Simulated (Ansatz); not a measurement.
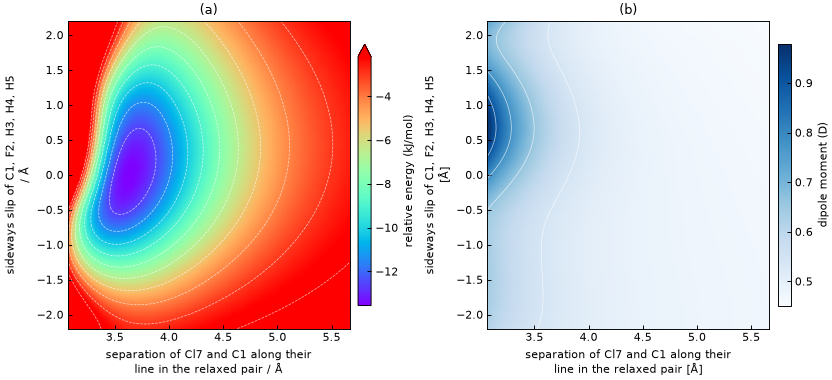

The pair CH₃F···CH₃Cl. Coordinates scanned: (1) separation of Cl7 and C1 along their line in the relaxed pair; (2) sideways slip of C1, F2, H3, H4, H5. Nothing is relaxed (both partners rigid). The grid has 9 × 9 points. Points are written as (first, second). All energies are given in kJ/mol relative to the two partners far apart, frozen as in the relaxed pair, each in its own basis (no counterpoise correction). Computed with Ansatz 0.2.0, RKS B3LYP-D4/def2-SVPD.

Panel (a) is the energy; panel (b) is the computed dipole moment, in D.

In the figure: a smooth colour map with a few white contour lines, one colour for all values above the top of the scale. Between grid points the surface is interpolated.

Question: How does the dipole moment vary over the map, and what is it at the lowest grid point?

Answer: Leaving out the highest fifth of the energies, it runs from 0.45 D at (5.666 Å, 2.20 Å) to 0.72 D at (3.208 Å, 0.00 Å). At the lowest grid point, (3.725 Å, 0.00 Å), it is 0.56 D.

```tsv
second ↓, first →	3.066	3.208	3.440	3.725	4.052	4.413	4.804	5.223	5.666
2.20	0.74	0.67	0.59	0.53	0.49	0.47	0.46	0.46	0.45
1.65	0.73	0.67	0.59	0.53	0.50	0.48	0.47	0.46	0.45
1.10	0.91	0.79	0.66	0.57	0.51	0.49	0.47	0.46	0.46
0.55	0.98	0.84	0.68	0.58	0.52	0.49	0.48	0.47	0.46
0.00	0.80	0.72	0.62	0.56	0.51	0.49	0.48	0.47	0.46
−0.55	0.65	0.61	0.57	0.53	0.50	0.49	0.48	0.47	0.47
−1.10	0.63	0.60	0.56	0.52	0.50	0.49	0.48	0.47	0.47
−1.65	0.64	0.60	0.56	0.53	0.50	0.49	0.48	0.47	0.47
−2.20	0.61	0.58	0.55	0.52	0.50	0.49	0.48	0.47	0.47
```
